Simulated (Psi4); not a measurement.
# M05/def2-SVPD (density fitting) run of C8H6BF3Se (SMILES CC#CB1C=CC=C(C(F)(F)F)[Se]1)

Aim: the electrostatic solvation energy at fixed shape (C-PCM, chloroform) of C8H6BF3Se at M05/def2-SVPD (density fitting), from 2 runs. 

Program for the calculation: Psi4 1.11.

## (1) Starting point

C8H6BF3Se: 19 atoms, total charge 0, spin state singlet. SMILES: `CC#CB1C=CC=C(C(F)(F)F)[Se]1`. Geometry: a GFN2-xTB relaxation, a rough one for these elements and not checked as a minimum.

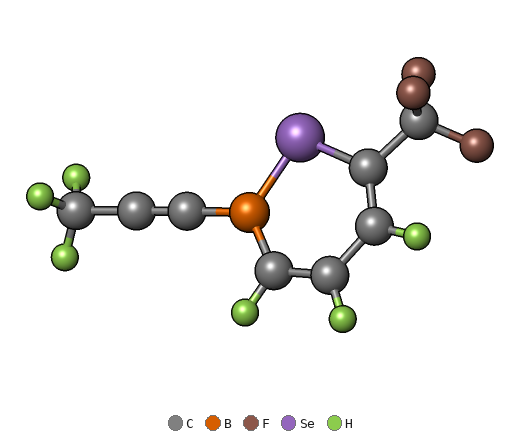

The structure, seen from a chosen angle (carbon grey, boron orange, fluorine brown, selenium purple, hydrogen green).

## (2) The charge distribution at M05/def2-SVPD (density fitting)

Contents of input.in:

```
memory 3300 MB

molecule m {
  0 1
  C     -4.691370     0.539980     0.007390
  C     -3.265670     0.318170    -0.005360
  C     -2.071410     0.132400    -0.011400
  B     -0.592080    -0.120970    -0.016380
  C     -0.009070    -1.527790    -0.007130
  C      1.316260    -1.833670    -0.003080
  C      2.371230    -0.884390    -0.009600
  C      2.215590     0.463920    -0.031270
  C      3.433200     1.334320     0.000980
  F      4.453100     0.840000    -0.718430
  F      3.908390     1.497310     1.251970
  F      3.194080     2.567540    -0.470330
  Se     0.600050     1.392940    -0.033100
  H     -4.930800     1.477850    -0.493630
  H     -5.044170     0.591640     1.037610
  H     -5.204180    -0.277700    -0.499210
  H     -0.692390    -2.369090    -0.000920
  H      1.626540    -2.871230     0.006930
  H      3.382720    -1.271230    -0.005040
  symmetry c1
}

set {
  reference rks
}

e_tot, wfn = energy('m05/def2-SVPD', return_wfn=True)
oeprop(wfn, 'NO_OCCUPATIONS', 'MAYER_INDICES', 'MULLIKEN_CHARGES')
```

Launch:

```console
$ psi4 input.in input.out -n 1
```

input.out:

```text
Psi4 1.11 release

   => Loading Basis Set <=

    Name: DEF2-SVPD
    Role: ORBITAL
    Keyword: BASIS

         ---------------------------------------------------------
                                   SCF
                              RKS Reference
                        1 Threads,   3147 MiB Core
         ---------------------------------------------------------

  ==> Geometry <==

    Molecular point group: c1
    Full point group: C1

    Geometry (in Angstrom), charge = 0, multiplicity = 1:

[... 143 lines left out ...]
                           Total Energy        Delta E     RMS |[F,P]|
[... 4 lines left out ...]
   @DF-RKS iter   3: -3033.17071268375093   -1.03857e+00   1.32366e-03 DIIS/ADIIS
[... 3 lines left out ...]
   @DF-RKS iter   7: -3033.28060203673567   -1.52600e-04   1.97266e-05 DIIS
[... 3 lines left out ...]
  Energy and wave function converged.
[... 36 lines left out ...]
    One-Electron Energy =               -6358.8928815751023649
[... 3 lines left out ...]
    VV10 Nonlocal Energy =                  0.0000000000000000
[... 17 lines left out ...]
 Dipole Z            :         -0.3063546            0.2851930           -0.0211616
[... 50 lines left out ...]
    3     0.06082488053852    -0.00151755804882     0.04865690118731    -0.01793218018135
[... 15 lines of this table left out ...]
   19    -0.00012057604427    -0.00088731881288     0.10762902609167     0.00000000000000

  Atomic Valences:

 #  #
 Irrep: 1
      1:    3.322785781600565
      2:    2.797260434238782
      3:    2.381088749830196
      4:    2.722137923826220
      5:    3.882798862650856
      6:    4.313048555997803
      7:    3.964126417744147
      8:    4.865221267033685
      9:    2.025057524378533
     10:    0.666664293194045
     11:    0.671721727537118
     12:    0.710693745812454
     13:    2.670582053040309
     14:    1.164211154953577
     15:    1.132432081767825
     16:    1.174131502729984
     17:    0.817121657771946
     18:    1.489225890368412
     19:    1.155118604252354

  Natural Orbital Occupations:

  Total Occupations:
  HONO-2 :   58  A    2.000
  HONO-1 :   59  A    2.000
  HONO-0 :   60  A    2.000
  LUNO+0 :   61  A    0.000
  LUNO+1 :   62  A    0.000
  LUNO+2 :   63  A    0.000
  LUNO+3 :   64  A    0.000

    Psi4 run time: 0:01:33.58
```

Run time: 95 s. Hardware: 1 thread of Intel Xeon 6975P-C (Granite Rapids), shared host; peak memory 2.7 GiB.

Atomic charges (e):

| atom | Mulliken |
| --- | --- |
| C1 | +0.536 |
| C2 | -0.078 |
| C3 | -0.567 |
| B4 | +0.061 |
| C5 | +0.479 |
| C6 | -0.070 |
| C7 | +0.322 |
| C8 | -1.294 |
| C9 | +2.184 |
| F10 | -0.480 |
| F11 | -0.459 |
| F12 | -0.565 |
| Se13 | -0.321 |
| H14 | +0.062 |
| H15 | +0.060 |
| H16 | +0.080 |
| H17 | -0.242 |
| H18 | +0.005 |
| H19 | +0.285 |

## (3) The charge distribution at M05/def2-SVPD (density fitting, C-PCM chloroform)

Changes to input.in since step 2:

```diff
@@ -1,4 +1,4 @@
-memory 3300 MB
+memory 3300 mb
 
-molecule m {
+molecule {
   0 1
@@ -23,2 +23,3 @@
   H      3.382720    -1.271230    -0.005040
+  units angstrom
   symmetry c1
@@ -26,7 +27,22 @@
 
-set {
-  reference rks
+set basis def2-SVPD
+set reference rks
+set pcm true
+
+pcm = {
+  Units = Angstrom
+  Medium {
+    SolverType = CPCM
+    Solvent = Chloroform
+  }
+  Cavity {
+    Type = GePol
+    RadiiSet = UFF
+    Scaling = False
+    Area = 0.3
+    Mode = Implicit
+  }
 }
 
-e_tot, wfn = energy('m05/def2-SVPD', return_wfn=True)
-oeprop(wfn, 'NO_OCCUPATIONS', 'MAYER_INDICES', 'MULLIKEN_CHARGES')
+e_tot, wfn = energy("m05", return_wfn=True)
+oeprop(wfn, "NO_OCCUPATIONS", "MAYER_INDICES", "MULLIKEN_CHARGES", title="M05")
```

Launch:

```console
$ psi4 -n 1 input.in input.out
```

input.out:

```text
Psi4 1.11 release

  PCM or DDX continuum solvation does not make use of molecular symmetry: further calculations in C1 point group.

   => Loading Basis Set <=

    Name: DEF2-SVPD
    Role: ORBITAL
    Keyword: BASIS

         ---------------------------------------------------------
                                   SCF
                              RKS Reference
                        1 Threads,   3147 MiB Core
         ---------------------------------------------------------

  ==> Geometry <==

    Molecular point group: c1
    Full point group: C1

    Geometry (in Angstrom), charge = 0, multiplicity = 1:

[... 191 lines left out ...]
   @DF-RKS iter SAD: -3030.39082281397714   -3.03039e+03   0.00000e+00
[... 3 lines left out ...]
   @DF-RKS iter   4: -3033.28027162319540   -3.49776e-02   3.18817e-04 ADIIS/DIIS
[... 3 lines left out ...]
   @DF-RKS iter   8: -3033.28637925230760   -1.22525e-05   3.26111e-06 DIIS
[... 28 lines left out ...]
    Final Occupation by Irrep:
[... 11 lines left out ...]
    Two-Electron Energy =                2367.5444255779966625
[... 3 lines left out ...]
    PCM Polarization Energy =              -0.0063940390904054
[... 17 lines left out ...]
 Dipole Z            :         -0.3069849            0.2851930           -0.0217920
[... 52 lines left out ...]
    3     0.06127372842156     0.00088195967605     0.04874987555622    -0.01773988899939
[... 15 lines of this table left out ...]
   19    -0.00012225821118    -0.00106449443962     0.11421997011357     0.00000000000000

  Atomic Valences:

 #  #
 Irrep: 1
      1:    3.350070478821259
      2:    2.768094332959583
      3:    2.368662737849438
      4:    2.734024593993854
      5:    3.893079157755137
      6:    4.352168506918052
      7:    3.987463680424575
      8:    4.844580703617360
      9:    1.995869294482394
     10:    0.661797335211670
     11:    0.665643163605856
     12:    0.705211107326291
     13:    2.649629337487905
     14:    1.167479635706525
     15:    1.134983169327042
     16:    1.176143809706964
     17:    0.825099776940624
     18:    1.502260454775427
     19:    1.141226175164310

  Natural Orbital Occupations:

  Total Occupations:
  HONO-2 :   58  A    2.000
  HONO-1 :   59  A    2.000
  HONO-0 :   60  A    2.000
  LUNO+0 :   61  A    0.000
  LUNO+1 :   62  A    0.000
  LUNO+2 :   63  A    0.000
  LUNO+3 :   64  A    0.000

    Psi4 run time: 0:02:14.65
```

It took 2.3 min on 1 thread of Intel Xeon 6975P-C (Granite Rapids), shared host; peak memory 2.7 GiB.

Atomic charges (e):

| atom | Mulliken |
| --- | --- |
| C1 | +0.515 |
| C2 | -0.107 |
| C3 | -0.567 |
| B4 | +0.045 |
| C5 | +0.468 |
| C6 | -0.112 |
| C7 | +0.304 |
| C8 | -1.285 |
| C9 | +2.197 |
| F10 | -0.485 |
| F11 | -0.466 |
| F12 | -0.572 |
| Se13 | -0.334 |
| H14 | +0.078 |
| H15 | +0.076 |
| H16 | +0.097 |
| H17 | -0.223 |
| H18 | +0.042 |
| H19 | +0.327 |

## (4) Results

At M05/def2-SVPD (density fitting):

```
                                        quantity           value
                         gas phase: total energy  -3033.28063 Eh
                        gas phase: dipole moment          3.66 D
                          gas phase: HOMO energy        -7.08 eV
                          gas phase: LUMO energy        -2.26 eV
                        gas phase: HOMO–LUMO gap         4.82 eV
                 C-PCM, chloroform: total energy  -3033.28638 Eh
                C-PCM, chloroform: dipole moment          4.14 D
                  C-PCM, chloroform: HOMO energy        -7.03 eV
                  C-PCM, chloroform: LUMO energy        -2.19 eV
                C-PCM, chloroform: HOMO–LUMO gap         4.84 eV
   C-PCM, chloroform: solvent term in the energy    -16.8 kJ/mol
energy change from gas to solvent at fixed shape       -0.157 eV
```

In words: The solvent model (C-PCM, chloroform) lowers the energy by 0.16 eV (−15.1 kJ/mol) at the same shape. It holds the electrostatic part alone, without cavity or dispersion terms. Mulliken charges (C-PCM, chloroform) run from -1.29 on C8 to +2.20 on C9; in a basis this large or diffuse they mean little.
